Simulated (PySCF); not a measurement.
## A study: C2H4Br2, SMILES `CC(Br)Br`

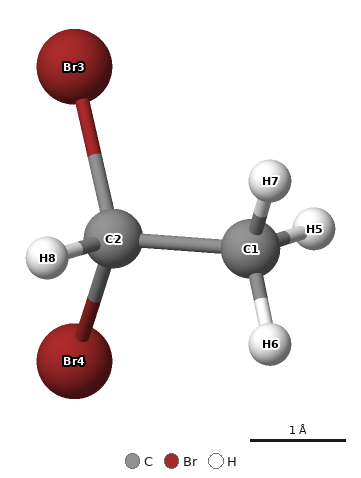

The molecule, with its atoms numbered as below. No frequency check shows the geometry to be a minimum.

Cartesian coordinates (Å):

```
C1      -0.0002   -2.0343   -0.1712
C2      -0.0000   -0.6708    0.4729
Br3      1.5988    0.3439   -0.0341
Br4     -1.5987    0.3439   -0.0341
H5      -0.0010   -1.9498   -1.2571
H6      -0.8868   -2.5882    0.1351
H7       0.8867   -2.5883    0.1351
H8       0.0003   -0.7159    1.5620
```

Part 1: Excited states

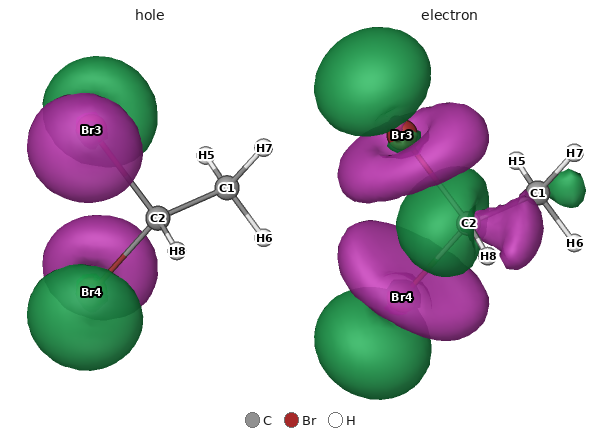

Leading natural transition orbital pair of S₃ (TDA singlet states); the surfaces enclose about 70 % of each orbital's density.

Method: BHandHLYP/aug-cc-pVDZ; geometry: GFN2-xTB; program: PySCF.

Q: Give its energy and the atoms that hole and electron lie on.

A: 6.13 eV (202 nm), f = 0.001 (very weak), partly diffuse acceptor orbital; the leading pair carries 85 %; hole on Br3 and Br4 (46 % each), electron on Br3 and Br4 (31 % each) and C2 (28 %) (atom shares of so diffuse an orbital are rough) (shares are of the whole state, not of the leading pair alone); their centroids lie 0.2 Å apart. In canonical orbitals it is mainly HOMO−2 → LUMO (78 %). The HOMO–LUMO gap is 8.83 eV.

Part 2: In an electric field

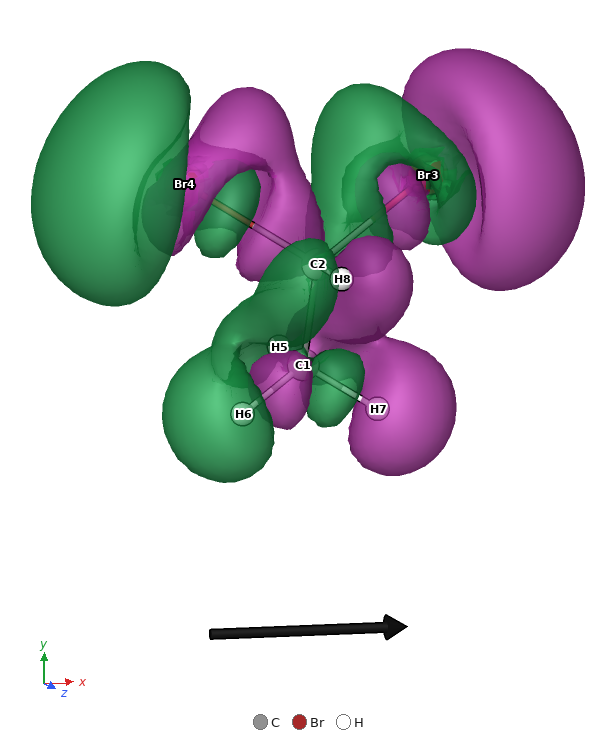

Change of the electron density in a uniform field of 0.10 V/Å along +x (arrow), surfaces at ±0.0005 e/Å³ (green: gain, purple: loss).

Method: B3LYP/def2-SVPD; geometry: GFN2-xTB; program: PySCF.

The field was applied in both directions; the picture shows the one opposite to the script's first.

Q: How large is the response?

A: The induced dipole is 0.44 D (along the field); α along this axis, from the fields in both directions, is 87 bohr³ (12.8 Å³).

Part 3: Stretching a bond

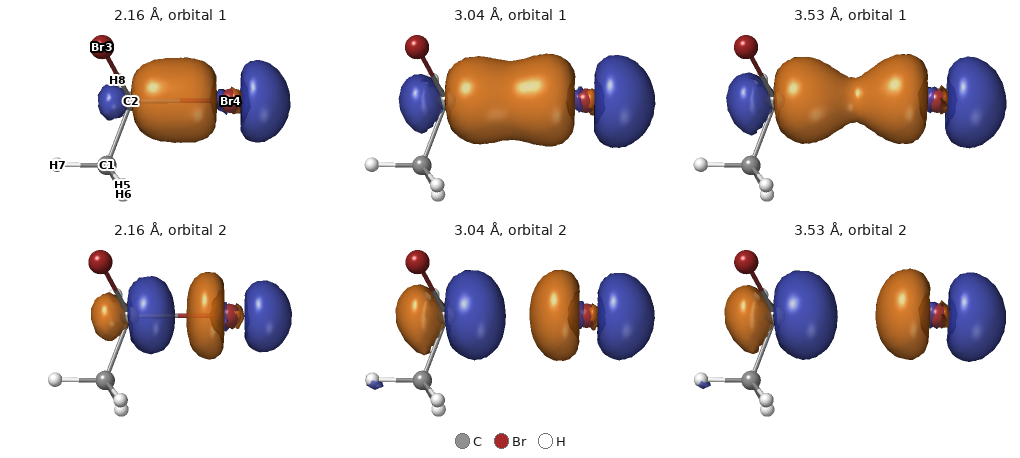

Rigid stretch of the C2–Br4 bond. The two CASSCF(2,2) natural orbitals nearest half filling (orbital 1 the more occupied).

Level of theory: cc-pVDZ basis (PySCF), at a geometry from GFN2-xTB.

Q: How do the occupations change along the stretch?

A: 2.16 Å: 1.94 and 0.06; 3.04 Å: 1.62 and 0.38; 3.53 Å: 1.34 and 0.66. At the longest distance computed (5.49 Å) they are 1.01 and 0.99, and the effective number of unpaired electrons is 2.0.

Q: Where does the UHF solution part from RHF?

A: Between 2.16 Å (⟨S²⟩ = 0, the two coincide) and 2.35 Å (⟨S²⟩ = 0.10); at 5.49 Å ⟨S²⟩ is 1.02 and UHF lies 4.3 eV below RHF.

Q: How much energy does the stretch cost?

A: By CASSCF, 2.4 eV from the lowest point of the scan (1.96 Å) to 5.49 Å; RHF gives 6.0 eV from its own lowest point. The fragments aren't relaxed and dynamic correlation is missing, so this isn't a bond dissociation energy.

The PySCF runs shown took 8.8 min, 48 s and 13 min on 1 thread of Arm Neoverse V2, on a shared host.
